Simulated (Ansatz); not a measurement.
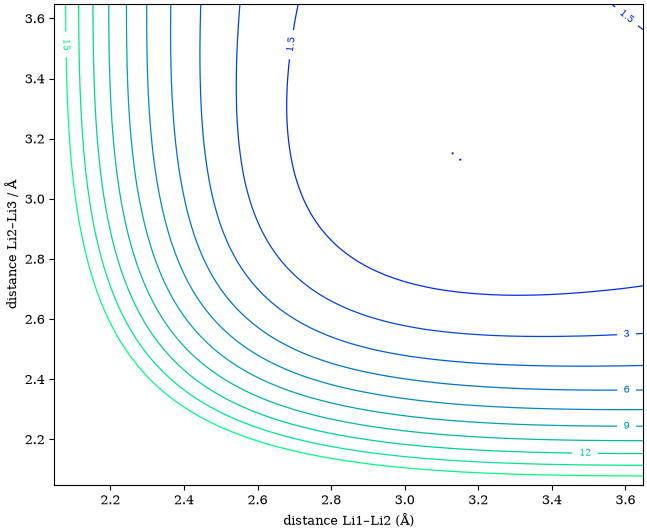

Energy landscape of the system Li + Li₂, spin multiplicity 2. 
- Coordinates scanned: (1) distance Li1–Li2; (2) distance Li2–Li3.
- Nothing is relaxed (the angle Li1–Li2–Li3 is fixed at 180 degrees).
- Grid: 17 × 17 points; 153 points were computed and 136 follow by symmetry.
- Points are written as (first, second).
- Energies are in kcal/mol, from the lowest grid point.
- In part of the range the unrestricted reference is strongly spin-contaminated.
- Computed with UHF/def2-TZVPD in Ansatz.

The picture shows contour lines labelled in kcal/mol (none above 15). Between grid points the surface is interpolated. 

### What does the map say about the system?

The lowest grid point is at (3.149 Å, 3.149 Å). It is the only kind of minimum in the scanned range. The highest grid point, (2.048 Å, 2.048 Å), lies 37.0 kcal/mol above the lowest.

Each point was launched as `ansatz run input.yaml --threads 1 --pin off --max-ram 2560MiB --backend cpu --events-out ev --progress --plain --runs-dir out`. Time for the 153 points that were run: 82 s on 1 thread of AMD EPYC 9R14 (Zen 4), on a shared host.
